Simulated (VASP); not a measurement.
# Ta: surface energy and work function by face, part 4 of 5

How do surface energy, work function and relaxation of Ta depend on the face?

VASP 6.6.1; PBE; plane waves and PAW (Ta).

So far. Step 4 (Relaxing the slab, 7 atoms, face Ta(110)): The run ended after 12 ionic steps, 0.066 eV below its first step, once the forces on the free atoms met EDIFFG = -0.03. Step 5 (Vacuum level and density of states, 7 atoms, face …): The vacuum level lies 4.74 eV above the Fermi level at the upper face; both faces agree, as the slab has next to no dipole.

## 6. Surface relaxation, 9 atoms, face Ta(100)

System of this step: Ta(100). The cell holds 9 atoms: 9 Ta. Its edges and angles: a = 3.310 Å, b = 3.310 Å, c = 28.240 Å, α = 90.0°, β = 90.0°, γ = 90.0°. It derives from Ta. 9 layers of bcc Ta, cut at this functional's lattice. Vacuum lies along c.

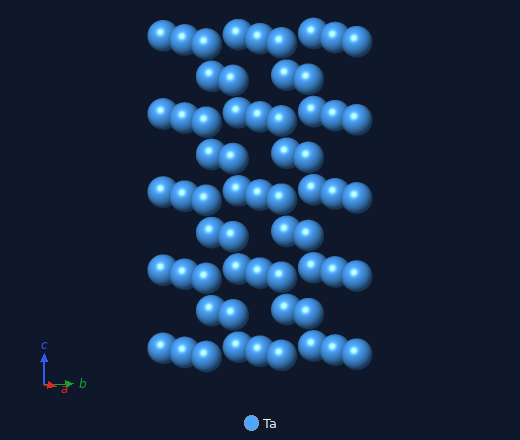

The cell of this step (tantalum blue). 2×2×1 cells are drawn. Some periodic images of atoms are drawn too.

File INCAR:

```
SYSTEM = Ta
PREC = Normal
ENCUT = 320
EDIFF = 1E-05
NELM = 120
ISMEAR = 1
SIGMA = 0.15
LREAL = .FALSE.
ALGO = Fast
GGA = PE
NBANDS = 31
LASPH = .TRUE.
LORBIT = 11
LWAVE = .FALSE.
LCHARG = .FALSE.
KPAR = 4
IBRION = 2
NSW = 40
ISIF = 2
EDIFFG = -0.03
POTIM = 0.4
MAXMIX = 40
```

File POSCAR:

```
Ta
1.0
    3.3100000000      0.0000000000      0.0000000000
    0.0000000000      3.3100000000      0.0000000000
    0.0000000000      0.0000000000     28.2400000000
Ta
9
Direct
    0.0000000000      0.0000000000      0.2655807400
    0.5000000000      0.5000000000      0.3241855500
    0.0000000000      0.0000000000      0.3827903700
    0.5000000000      0.5000000000      0.4413951800
    0.0000000000      0.0000000000      0.5000000000
    0.5000000000      0.5000000000      0.5586048200
    0.0000000000      0.0000000000      0.6172096300
    0.5000000000      0.5000000000      0.6758144500
    0.0000000000      0.0000000000      0.7344192600
```

File KPOINTS:

```
Automatic mesh
0
Gamma
9 9 1
0 0 0
```

Potentials, in the order of the species: Ta (PBE family, release 64).

Started as:

```bash
> mpirun -np 4 vasp_std
```

Output:

```text
[banner, memory and clock lines left out]
running    4 mpi-ranks, on    1 nodes
 distrk:  each k-point on    1 cores,    4 groups
 distr:  one band on    1 cores,    1 groups

 POSCAR found type information on POSCAR Ta
 POSCAR found :  1 types and       9 ions
 LDA part: xc-table for (Slater+PW92), standard interpolation
 POSCAR, INCAR and KPOINTS ok, starting setup
 FFT: planning ... GRIDC
 FFT: planning ... GRID_SOFT
 FFT: planning ... GRID
 WAVECAR not read
 entering main loop
       N       E                     dE             d eps       ncg     rms          rms(c)
DAV:   1     0.107222027973E+03    0.10722E+03   -0.12511E+04   930   0.768E+02
DAV:   2    -0.926425319960E+02   -0.19986E+03   -0.18674E+03  1288   0.165E+02
DAV:   3    -0.112086275805E+03   -0.19444E+02   -0.18463E+02  1251   0.519E+01
DAV:   4    -0.113504378649E+03   -0.14181E+01   -0.13921E+01  1564   0.130E+01
DAV:   5    -0.113539261560E+03   -0.34883E-01   -0.34684E-01  1461   0.213E+00    0.404E+01
RMM:   6    -0.157627583982E+03   -0.44088E+02   -0.20943E+02  1369   0.346E+01    0.237E+01
RMM:   7    -0.130733304569E+03    0.26894E+02   -0.10516E+02  1061   0.277E+01    0.205E+01
RMM:   8    -0.104040078383E+03    0.26693E+02   -0.15683E+01   984   0.138E+01    0.773E+00
RMM:   9    -0.103327835838E+03    0.71224E+00   -0.99445E+00  1140   0.831E+00    0.464E+00
RMM:  10    -0.103246099793E+03    0.81736E-01   -0.31090E+00  1085   0.498E+00    0.326E+00
RMM:  11    -0.103300894536E+03   -0.54795E-01   -0.12578E+00  1336   0.262E+00    0.302E+00
RMM:  12    -0.103229336166E+03    0.71558E-01   -0.15575E-01  1227   0.987E-01    0.282E+00
RMM:  13    -0.103184004236E+03    0.45332E-01   -0.19414E-01  1166   0.101E+00    0.267E+00
RMM:  14    -0.103025457020E+03    0.15855E+00   -0.38484E-01  1228   0.160E+00    0.140E+00
RMM:  15    -0.103102847667E+03   -0.77391E-01   -0.50147E-01  1319   0.147E+00    0.172E+00
RMM:  16    -0.103048256626E+03    0.54591E-01   -0.28492E-02  1055   0.631E-01    0.146E+00
RMM:  17    -0.102978052373E+03    0.70204E-01   -0.98458E-02  1135   0.720E-01    0.699E-01
RMM:  18    -0.102981194360E+03   -0.31420E-02   -0.14964E-02  1277   0.353E-01    0.650E-01
RMM:  19    -0.102972446487E+03    0.87479E-02   -0.29652E-02  1188   0.374E-01    0.333E-01
RMM:  20    -0.102970693634E+03    0.17529E-02   -0.15060E-02  1231   0.310E-01    0.114E-01
RMM:  21    -0.102971367102E+03   -0.67347E-03   -0.99704E-03  1280   0.226E-01    0.106E-01
RMM:  22    -0.102970973625E+03    0.39348E-03   -0.10249E-03   990   0.111E-01    0.602E-02
RMM:  23    -0.102970888317E+03    0.85308E-04   -0.45672E-04  1202   0.595E-02    0.165E-02
RMM:  24    -0.102970893903E+03   -0.55860E-05   -0.11708E-04  1011   0.304E-02    0.904E-03
RMM:  25    -0.102970898419E+03   -0.45155E-05   -0.37483E-05   709   0.189E-02
   1 F= -.10297090E+03 E0= -.10296893E+03  d E =-.102971E+03
 curvature:   0.00 expect dE= 0.000E+00 dE for cont linesearch  0.000E+00
 trial: gam= 0.00000 g(F)=  0.333E+00 g(S)=  0.000E+00 ort = 0.000E+00 (trialstep = 0.100E+01)
 search vector abs. value=  0.333E+00
 bond charge predicted
       N       E                     dE             d eps       ncg     rms          rms(c)
DAV:   1    -0.103258753449E+03   -0.28786E+00   -0.24499E+01  1014   0.210E+01    0.208E+00
RMM:   2    -0.103527416095E+03   -0.26866E+00   -0.16372E+00  1078   0.361E+00    0.257E+00
RMM:   3    -0.103363895740E+03    0.16352E+00   -0.39051E-01   963   0.211E+00    0.177E+00
RMM:   4    -0.103236298711E+03    0.12760E+00   -0.64807E-01  1122   0.187E+00    0.488E-01
RMM:   5    -0.103233292753E+03    0.30060E-02   -0.95797E-02  1192   0.882E-01    0.418E-01
RMM:   6    -0.103230873334E+03    0.24194E-02   -0.13302E-02  1205   0.314E-01    0.316E-01
RMM:   7    -0.103228305951E+03    0.25674E-02   -0.15894E-02  1104   0.337E-01    0.116E-01
RMM:   8    -0.103228591377E+03   -0.28543E-03   -0.60834E-03  1201   0.216E-01    0.862E-02
RMM:   9    -0.103228438740E+03    0.15264E-03   -0.87004E-04  1036   0.999E-02    0.515E-02
RMM:  10    -0.103228396629E+03    0.42111E-04   -0.77623E-04  1151   0.763E-02    0.234E-02
RMM:  11    -0.103228445609E+03   -0.48980E-04   -0.22422E-04  1171   0.417E-02    0.181E-02
RMM:  12    -0.103228520427E+03   -0.74818E-04   -0.11975E-04  1021   0.265E-02    0.316E-02
RMM:  13    -0.103228528548E+03   -0.81204E-05   -0.39313E-05   728   0.207E-02
   2 F= -.10322853E+03 E0= -.10322629E+03  d E =-.257630E+00
[... from here on, the cycles between the ionic steps are left out ...]
   3 F= -.10331187E+03 E0= -.10330855E+03  d E =-.340970E+00
   4 F= -.10331242E+03 E0= -.10330907E+03  d E =-.341523E+00
   5 F= -.10334117E+03 E0= -.10333741E+03  d E =-.287472E-01
   6 F= -.10335310E+03 E0= -.10334946E+03  d E =-.406779E-01
   7 F= -.10335529E+03 E0= -.10335161E+03  d E =-.218775E-02
   8 F= -.10335741E+03 E0= -.10335374E+03  d E =-.430748E-02
   9 F= -.10335902E+03 E0= -.10335550E+03  d E =-.161223E-02
  10 F= -.10336273E+03 E0= -.10335961E+03  d E =-.532746E-02
 curvature:  -5.04 expect dE=-0.379E-02 dE for cont linesearch -0.148E-02
 ZBRENT: increasing intervall
 opt :   7.6088  next Energy=  -103.365042 (dE=-0.764E-02)
 bond charge predicted
       N       E                     dE             d eps       ncg     rms          rms(c)
DAV:   1    -0.103372883650E+03   -0.10148E-01   -0.80531E+00   930   0.122E+01    0.705E-01
RMM:   2    -0.103364023837E+03    0.88598E-02   -0.30367E-02   941   0.917E-01    0.532E-02
RMM:   3    -0.103364871911E+03   -0.84807E-03   -0.84889E-03  1146   0.313E-01    0.435E-02
RMM:   4    -0.103364961891E+03   -0.89980E-04   -0.15606E-03  1250   0.123E-01    0.254E-02
RMM:   5    -0.103364991214E+03   -0.29323E-04   -0.26494E-04  1150   0.461E-02    0.220E-02
RMM:   6    -0.103365012564E+03   -0.21349E-04   -0.12566E-04  1011   0.307E-02    0.104E-02
RMM:   7    -0.103365022761E+03   -0.10197E-04   -0.16679E-05   614   0.141E-02    0.760E-03
RMM:   8    -0.103365024238E+03   -0.14771E-05   -0.80389E-06   583   0.100E-02
  11 F= -.10336502E+03 E0= -.10336261E+03  d E =-.761777E-02
 curvature:  -7.86 expect dE=-0.253E-03 dE for cont linesearch -0.108E-03
 trial: gam= 0.00000 g(F)=  0.322E-04 g(S)=  0.000E+00 ort =-0.271E-03 (trialstep = 0.213E+01)
 search vector abs. value=  0.322E-04
 reached required accuracy - stopping structural energy minimisation
```

Run time: 1.9 min. Hardware: 4 MPI ranks of Intel Xeon Platinum 8259CL at 2.50GHz (Skylake/Cascade Lake), shared host; peak memory 0.8 GiB; 7.7 min of CPU time.

From OUTCAR (step 6):

```text
   k-points           NKPTS =     15   k-points in BZ     NKDIM =     15   number of bands    NBANDS=     31

   ENCUT  =  320.0 eV  23.52 Ry    4.85 a.u.   4.83  4.83 41.19*2*pi/ulx,y,z

   NELECT =      45.0000    total number of electrons

 E-fermi :   1.3911

 k-point     1 :       0.0000    0.0000    0.0000
  band No.  band energies     occupation
    ...
     12      -1.4303      2.00000
     13      -0.7551      2.00000
     14       0.3584      2.00000
     15       1.4001      0.89848
     16       1.4036      0.85884
     17       1.7030     -0.01227
     18       1.8692     -0.00006
     19       1.9187     -0.00001
     20       1.9810     -0.00000
     21       1.9810     -0.00000
    ...

  Total       -1.4807602     -1.4807602     -0.1243435      0.0000000      0.0000000      0.0000000
  in kB       -7.6678683     -7.6678683     -0.6438917      0.0000000      0.0000000      0.0000000
  external PRESSURE =      -5.3265428 kB  Pullay stress =       0.0000000 kB

 POSITION                                       TOTAL-FORCE (eV/Angst)
 -----------------------------------------------------------------------------------
      3.31000      0.00000      7.71920        -0.000000     -0.000000     -0.012119
      1.65500      1.65500      9.13613        -0.000000      0.000000     -0.013815
      0.00000      0.00000     10.78382        -0.000000     -0.000000      0.007989
      1.65500      1.65500     12.48646        -0.000000      0.000000     -0.003982
      0.00000      0.00000     14.12000        -0.000000      0.000000      0.000000
      1.65500      1.65500     15.75354        -0.000000      0.000000      0.003982
      0.00000      0.00000     17.45618        -0.000000     -0.000000     -0.007989
      1.65500      1.65500     19.10387         0.000000      0.000000      0.013815
      0.00000      0.00000     20.52080        -0.000000     -0.000000      0.012119
 -----------------------------------------------------------------------------------
    total drift:                                0.000000      0.000000     -0.000000

  FREE ENERGIE OF THE ION-ELECTRON SYSTEM (eV)
  ---------------------------------------------------
  free  energy   TOTEN  =      -103.3650242380 eV

  energy  without entropy=     -103.3577746793  energy(sigma->0) =     -103.36260772

[... 1 part as in an earlier step ...]

[... 15 further parts left out ...]
```

CONTCAR:

```
Ta
   1.00000000000000
     3.3100000000000001    0.0000000000000000    0.0000000000000000
     0.0000000000000000    3.3100000000000001    0.0000000000000000
     0.0000000000000000    0.0000000000000000   28.2399999999999984
  Ta
     9
Direct
     1.0000000000000000    0.0000000000000000    0.2733427852704980
     0.5000000000000000    0.5000000000000000    0.3235174356025704
     0.0000000000000000    0.0000000000000000    0.3818634191005972
     0.5000000000000000    0.5000000000000000    0.4421551148654844
     0.0000000000000000    0.0000000000000000    0.5000000000000000
     0.5000000000000000    0.5000000000000000    0.5578448851345156
     0.0000000000000000    0.0000000000000000    0.6181365808994027
     0.5000000000000000    0.5000000000000000    0.6764825643974298
     0.0000000000000000    0.0000000000000000    0.7266572147295017
```

The run keeps the 16 symmetry operations of its start, so it cannot find a distortion of lower symmetry.

Step by step:

```tsv
step	energy less that of the first step (eV)	largest force (eV/Å)
1	0.0000	1.5259
2	-0.2576	0.9340
3	-0.3410	0.4191
4	-0.3415	0.4182
5	-0.3703	0.2143
6	-0.3822	0.1148
7	-0.3844	0.0781
8	-0.3865	0.1529
9	-0.3881	0.1371
10	-0.3918	0.0887
11	-0.3941	0.0138
```

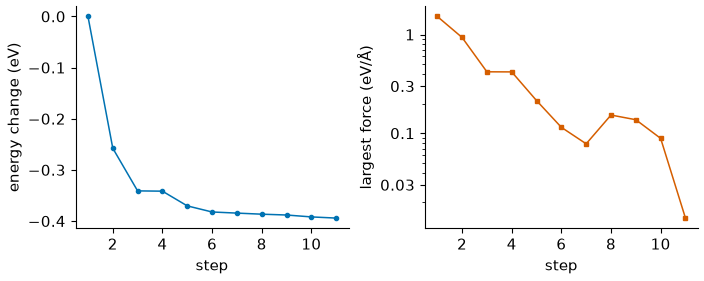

Energy and largest force along the relaxation.

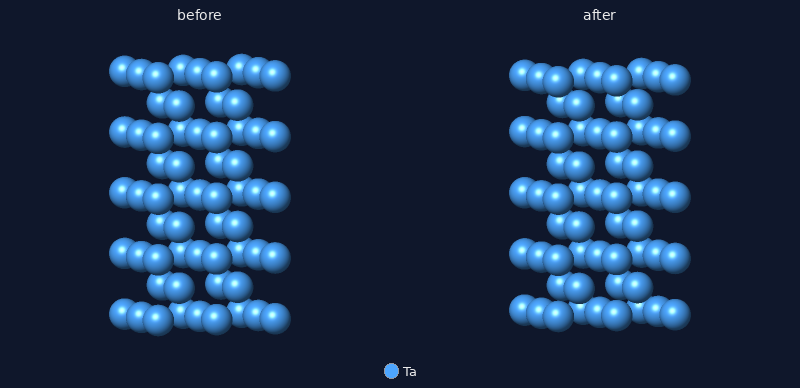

The structure before and after the relaxation, drawn at the same scale.

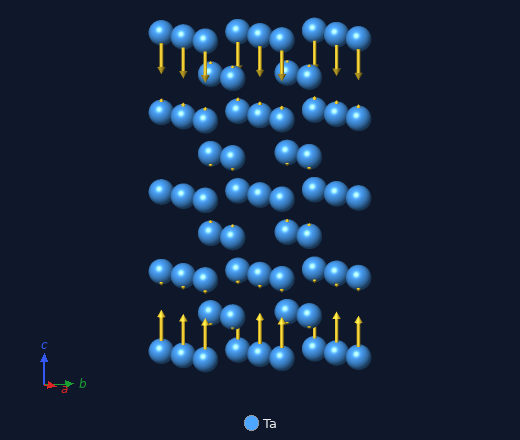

Displacements in the relaxation, exaggerated; the longest in the cell stands for 0.22 Å. 2×2×1 cells are drawn. Some periodic images of atoms are drawn too.

The atoms that moved most (Å):

```tsv
atom	dx	dy	dz	length
Ta1	0.000	0.000	0.219	0.219
Ta9	0.000	0.000	-0.219	0.219
Ta7	0.000	0.000	0.026	0.026
Ta3	0.000	0.000	-0.026	0.026
Ta4	0.000	0.000	0.021	0.021
Ta6	0.000	0.000	-0.021	0.021
Ta8	0.000	0.000	0.019	0.019
Ta2	0.000	0.000	-0.019	0.019
```

The relaxed structure:

```xyz
9
Lattice="3.3100 0.0000 0.0000 0.0000 3.3100 0.0000 0.0000 0.0000 28.2400" Properties=species:S:1:pos:R:3
Ta    0.0000    0.0000    7.7192
Ta    1.6550    1.6550    9.1361
Ta    0.0000    0.0000   10.7838
Ta    1.6550    1.6550   12.4865
Ta    0.0000    0.0000   14.1200
Ta    1.6550    1.6550   15.7535
Ta    0.0000    0.0000   17.4562
Ta    1.6550    1.6550   19.1039
Ta    0.0000    0.0000   20.5208
```

This step gave:

- electronic cycles: 101
- electrons: 45
- free energy (TOTEN): -103.3650 eV
- energy at zero smearing: -103.3626 eV
- Fermi energy: 1.391 eV

The run ended after 11 ionic steps, 0.394 eV below its first step, once the forces on the free atoms met EDIFFG = -0.03.

(Part 4 of 5 ends here.)

[Lines on the potential files, build, host, timing and source positions are cut from VASP's logs without a mark.]

[Logs are printed without paths, hosts, clocks, repeated set-up lines and the standing remarks that a program may print on its own settings, such as how far it seeks lower states.]

[Hosts, paths, dates, database ids (printed as entryN), source tags and the programs' standing remarks are cut or masked in the printed files.]

[Runs that stopped without an error message from VASP are left out.]
